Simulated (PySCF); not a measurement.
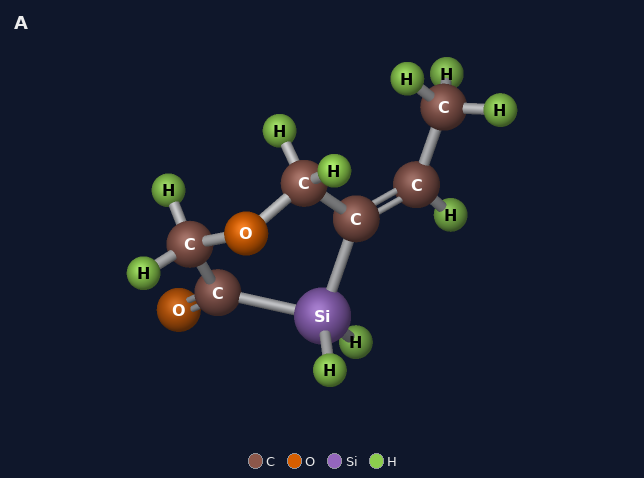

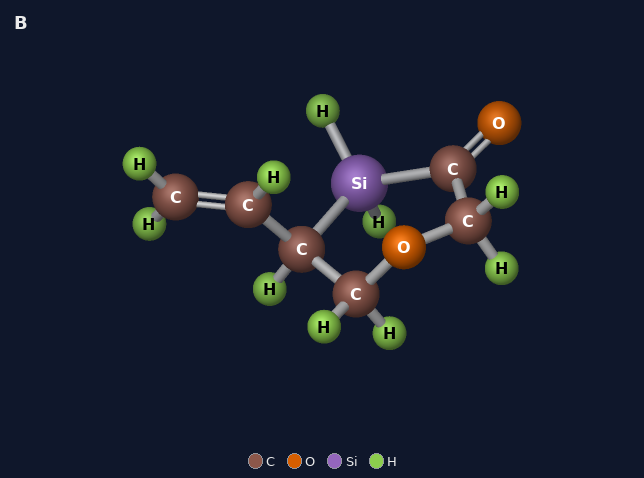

2 stationary structures of one formula. Geometries: GFN2-xTB. Electronic energies: PBE0/pcSseg-1 (PySCF 2.14.0), without zero-point energy. No frequency run is at hand to confirm each as a minimum. Each is one conformer, not always the lowest.

**Which is lowest in energy, and by how much?**

A is lowest; B lies 4.7 kcal/mol above it. A is `C/C=C1\COCC(=O)[SiH2]1`, B is `C=C[C@@H]1COCC(=O)[SiH2]1`.

The geometry is semi-empirical. Around Si such bond lengths and angles can be off by a tenth of an ångström or more and by several degrees, and values that hang on the shape move with them.
